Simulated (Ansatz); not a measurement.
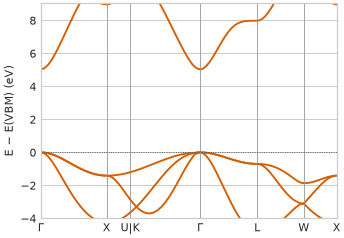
Fig. 1. Band structure from DFT-LDA in the program Ansatz with PAW potentials

### Question
Read off the gap and where the band edges lie.

### Answer
About 5.0 eV (5.03 eV by a search for the band edges); maximum at Γ, minimum at Γ.

### Question
Which of these materials gives this?
(A) BN, zinc blende
(B) HfO2, fluorite
(C) MgO, rock salt
(D) CaO, rock salt

### Answer
C, MgO, rock salt

Space group Fm-3m (rock salt). Symmetry was held in the LDA relaxation.

Potentials: the earlier of the program's two PAW sets. The files were generated under PBE; for other functionals the program regenerates the frozen cores, and for LDA and PBEsol the local potential too.
